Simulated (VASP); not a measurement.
Band structure of NbC (rock salt). These are PBE GGA, VASP's PBE PAW potentials (set 64) (plane waves; VASP 6.6.1) values and carry that method's errors.

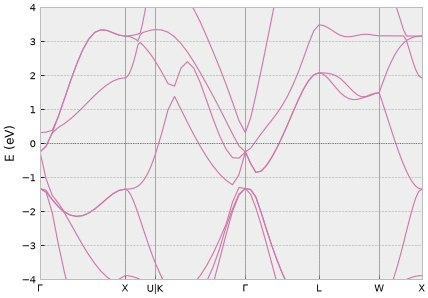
Bands along high-symmetry lines, zero at the valence-band maximum or, without a gap, the Fermi level

Problem. Read the plot: is there a gap, and where are the band edges?

Solution. It has no gap at this level: it comes out as a metal or semimetal. (Edges off the drawn lines would not show.)

The compound is NbC in the rock salt structure. It was relaxed first. The electron count is odd and the run is not spin-polarised, which forces a metal.
